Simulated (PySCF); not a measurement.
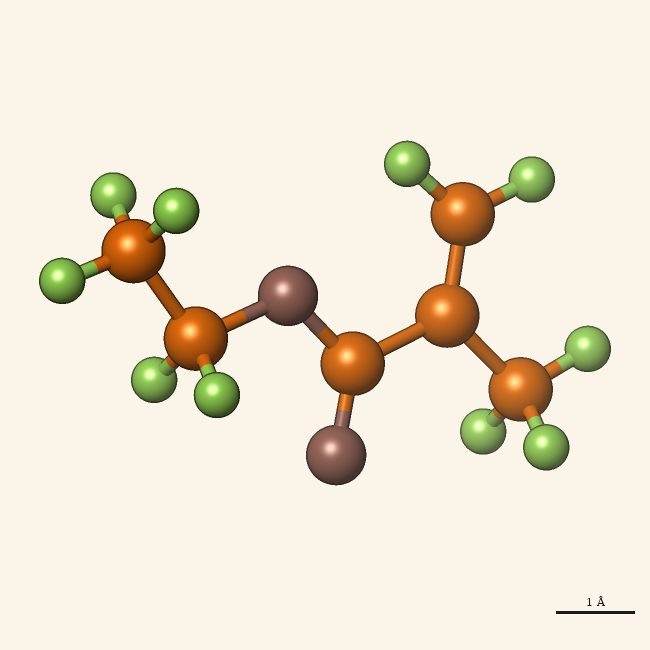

Colours: carbon orange, oxygen brown, hydrogen green.

Computed geometry: PBE0-D3(BJ)/def2-TZVP optimisation. No frequency run is at hand to confirm it as a minimum.

**Count the atoms of each element.**

C₆H₁₀O₂, 18 atoms: 6 carbon, 10 hydrogen and 2 oxygen.

**Name functional groups in it.**

Among them: ester, alkene.

**Count the bonded pairs by element.**

10 C–H, 4 C–C, 3 C–O.

**What is the point group of this geometry?**

Cs.

More results for the same structure follow; atom numbers are the same in all pictures, views and colours differ.

**Geometry**

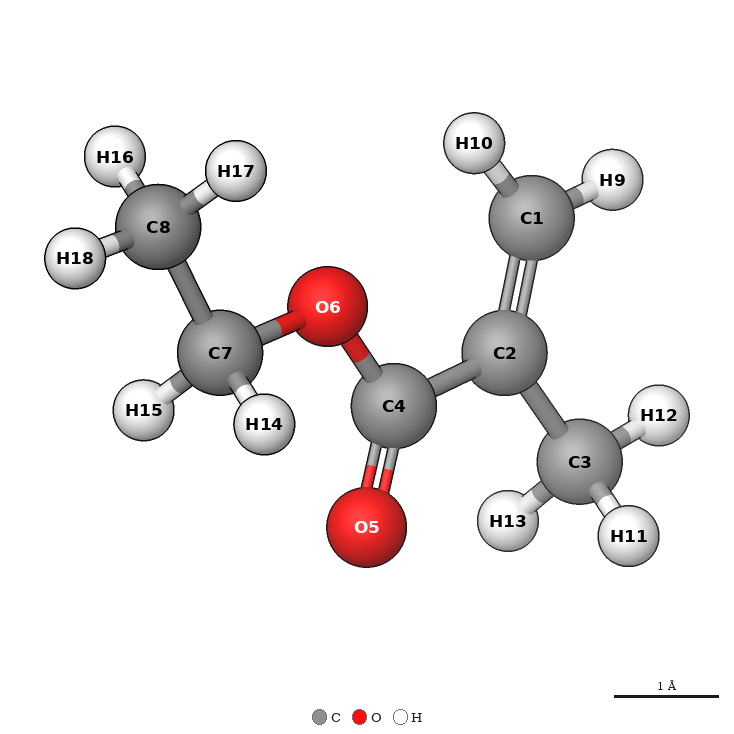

Atoms carry their numbers in the input. No frequency run is at hand to confirm it as a minimum.

What are the angles C1–C2–C4, C2–C1–H9, C2–C1–H10, C2–C3–H11, C2–C3–H12, C2–C4–O6, C3–C2–C4, O6–C7–C8, O6–C7–H14, C7–C8–H16, C7–C8–H18, C8–C7–H14?

| angle | degrees |
| --- | --- |
| C1–C2–C4 | 121.1 |
| C2–C1–H9 | 120.9 |
| C2–C1–H10 | 121.3 |
| C2–C3–H11 | 110.7 |
| C2–C3–H12 | 110.8 |
| C2–C4–O6 | 113.7 |
| C3–C2–C4 | 114.8 |
| O6–C7–C8 | 107.7 |
| O6–C7–H14 | 108.9 |
| C7–C8–H16 | 111.0 |
| C7–C8–H18 | 109.8 |
| C8–C7–H14 | 112.0 |

**Quadrupole coupling**

No frequency run is at hand to confirm it as a minimum. Electric field gradients from the ground-state density, PBE0/pcSseg-2 (PySCF 2.14.0), non-relativistic apart from any core potentials.

Give the largest field-gradient component, the quadrupole coupling constant and the asymmetry for 17O at O5 (Q = −25.6 mb), 17O at O6 (Q = −25.6 mb), 2H at H9 (Q = 2.86 mb), 2H at H10 (Q = 2.86 mb), 2H at H11 (Q = 2.86 mb), 2H at H12 (Q = 2.86 mb).

```
atom  V_zz (a.u.)  e²qQ/h (MHz)     η
  O5       −1.636          9.84  0.22
  O6        1.642         −9.87  0.42
  H9        0.296         0.199  0.04
 H10        0.296         0.199  0.04
 H11        0.284         0.191  0.04
 H12        0.288         0.194  0.04
```

**Electronic properties**

No frequency run is at hand to confirm it as a minimum. Properties computed with PBE0/pcSseg-2, gas phase (PySCF 2.14.0).

Computed properties:

- dipole moment: 1.91 D
- HOMO energy (Kohn–Sham orbital): −7.79 eV
- LUMO energy (Kohn–Sham orbital): −1.18 eV
- HOMO–LUMO gap: 6.60 eV

**NMR shielding**

The questions are on isotropic NMR shieldings of the O atoms. No frequency run is at hand to confirm it as a minimum. Method: GIAO PBE0/pcSseg-2 NMR shielding, non-relativistic, gas phase (PySCF 2.14.0).

Give the isotropic NMR shieldings of the O atoms atom by atom.

```csv
atom,σ (ppm)
O5,−96.3
O6,128.8
```
